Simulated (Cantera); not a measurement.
Feed: 1 mol Ti, 12 mol H₂, 0.69 mol H₂O, at 2023.15 K.

Method: chemical equilibrium by Gibbs-energy minimisation in Cantera with the NASA 1993 tables (ideal gas, pure condensed phases). Candidate condensed phases: H₂O, Ti, TiO, TiO₂, Ti₂O₃, Ti₃O₅, Ti₄O₇; 12 gas species. Each liquid is taken as pure. Mutual solubility and eutectic melting of coexisting phases are not modelled. TiO: taken at fixed stoichiometry. Condensed phases not in the tables: N, O or C dissolved in the metal. Equilibrium is a limit: real reactors are often held back by kinetics, nucleation or transport.

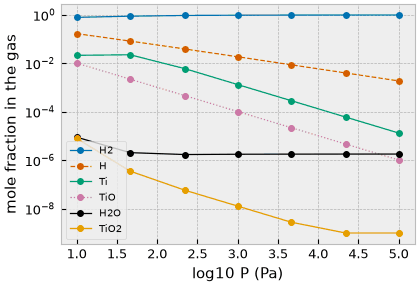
Figure. Equilibrium gas composition (values under 1e-9 drawn at 1e-9)

Problem. Read off the mole fractions at 0.0100 bar.

Solution. H₂ about 0.98, H about 0.019, Ti about 0.0013, TiO about 0.00010, H₂O about 1.8e-6, TiO₂ about 1.3e-8.
